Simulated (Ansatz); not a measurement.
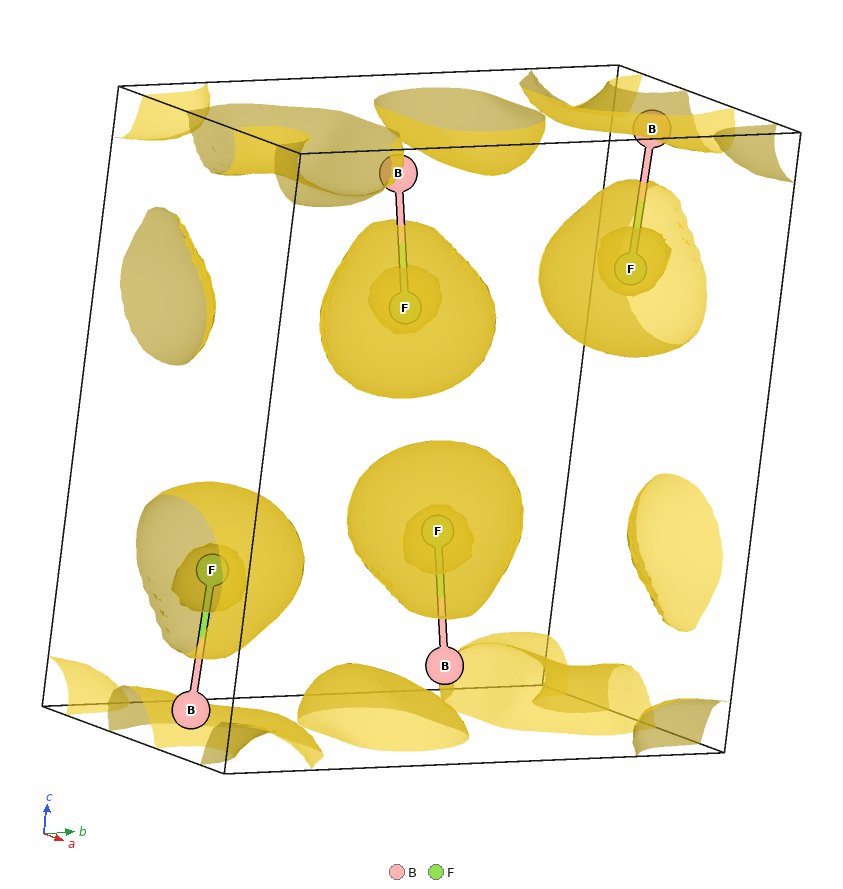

Figure. BF. Isosurface of the ELF at 0.7 (yellow), seen at an oblique angle. Core shells and regions of very low density are left out. Sticks mark near contacts.

Space group P-1; a structure from a database of computed crystals, not necessarily the ambient phase; a generated structure, not necessarily the stable one; changed on purpose from its base cell (volume × 0.91, shape and atoms relaxed).

These are results of Ansatz 0.2.0, DFT PBE, scalar-relativistic, plane waves, PAW, not measurements.

In a PAW calculation such maps are meaningful between the atoms, not at the nuclei.

The calculation's input:

```
crystal:
  lattice:
    - [3.0500101149, 0.0872824065, 0.0098678994]
    - [1.4112146656, 4.6391106905, 0.0301948341]
    - [1.2107078161, -0.0612476285, 6.3622791149]
  atoms:
    - { symbol: B, position: [0.7360669998, 0.9734517957, 0.0680597235] }
    - { symbol: B, position: [0.0390104565, 0.3543785243, 0.0835132534] }
    - { symbol: B, position: [0.9609895435, 0.6456214757, 0.9164867466] }
    - { symbol: B, position: [0.2639330002, 0.0265482043, 0.9319402765] }
    - { symbol: F, position: [0.6730338921, 0.9343031106, 0.2747223808] }
    - { symbol: F, position: [0.9423852969, 0.3806592507, 0.2867182134] }
    - { symbol: F, position: [0.0576147031, 0.6193407493, 0.7132817866] }
    - { symbol: F, position: [0.3269661079, 0.0656968894, 0.7252776192] }
basis:
  ecutwfc: 420
kpoints:
  mp_grid: { grid: [10, 8, 6] }
hamiltonian:
  xc: pbe
scf:
  occupations: { method: gaussian, width: 0.1 }
output:
  forces: true
  stress: true
  eigenvalues: true
  write_density: true
  write_potential: true
  elf: true
  volumetric_format: npy
relax:
  adjacent_minimum: "off"
  f_tol: 0.01
  max_steps: 30
  cell: { stress_tol: 0.1, fix: [volume] }
```

Command:

```sh
ansatz run input.yaml --threads 1 --pin off --max-ram 2560MiB --backend cpu --events-out ev --progress --plain --runs-dir out
```

Below, planes, directions and counts refer to the conventional cell (a = 3.07 Å, b = 4.87 Å, c = 6.40 Å, α = 88.01°, β = 78.38°, γ = 72.10°).

The fields are those of the relaxed geometry.

### Where are the electrons localised?

At this value the surface marks out one region between bonded B–B atoms, four regions on F in which the atom's valence shell and bonds are merged and channels that run through the cell in one direction, counted in one cell of 8 atoms. Regions shared between cells count once. Along the contacts the grid gives the following. B–F (1.31 Å): the ELF peaks at about 0.85 between the atoms. B–B (1.73 Å): the ELF peaks at about 1 between the atoms.
